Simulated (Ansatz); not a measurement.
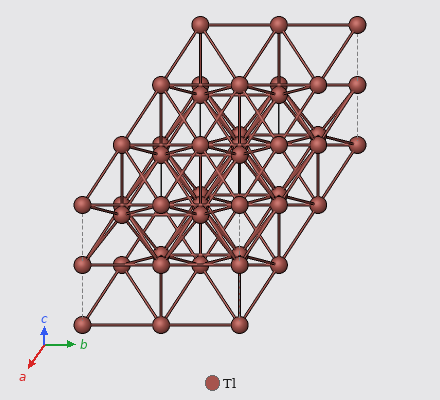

The structure, seen along [211]; the drawing may span several cells.

Given this structure, the geometry relaxed with Ansatz 0.2.0, DFT, PBEsol, plane waves (420 eV) with PAW, scalar-relativistic; the starting structure was generated, so it need not be a known form of this composition, written in its standard cell:

```cif
data_structure
_symmetry_space_group_name_H-M 'P 1'
_symmetry_Int_Tables_number 1
_cell_length_a 3.4329
_cell_length_b 3.4329
_cell_length_c 11.1425
_cell_angle_alpha 90.000
_cell_angle_beta 90.000
_cell_angle_gamma 120.000
_cell_volume 113.72
loop_
_atom_site_label
_atom_site_type_symbol
_atom_site_fract_x
_atom_site_fract_y
_atom_site_fract_z
_atom_site_occupancy
Tl1 Tl 0.00000 0.00000 0.00000 1
Tl2 Tl 0.00000 0.00000 0.50000 1
Tl3 Tl 0.33333 0.66667 0.25000 1
Tl4 Tl 0.66667 0.33333 0.75000 1
```

> What does the kinematic electron diffraction pattern along [211] look like at 100 kV (B = 0.3 Å²)?

The spots form a centred rectangular net with both shortest vectors at d = 2.87 Å, 66.4° apart. They are 0 1 -1 and -1 1 1. The pattern has symmetry 2mm. A glide plane extinguishes reflections such as 1 1 -3, 2 -1 -3; reflections such as 0 3 -3, 3 -3 -3 are allowed by the space group but vanish because the atoms sit on special positions.

Strongest reflections with d > 0.88 Å, one of each family (|F|² from tabulated Gaussian fits of the electron scattering factors, times a small damping for the curvature of the Ewald sphere):

```tsv
hkl	d (Å)	I (strongest = 100)
1 0 -2	2.623	100
1 -2 0	1.716	91
1 -1 -1	2.872	37
2 -2 -2	1.436	36
2 -3 -1	1.118	7
3 -1 -5	1.003	5
```

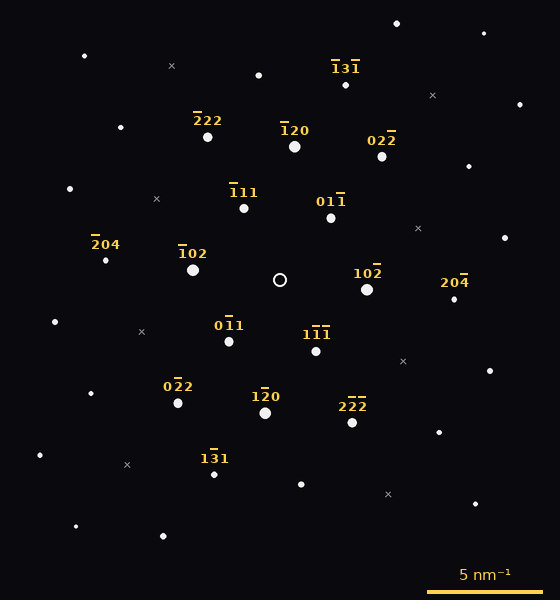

Calculated pattern, seen from the source side with [211] pointing towards the source; crosses mark the places of extinct reflections.
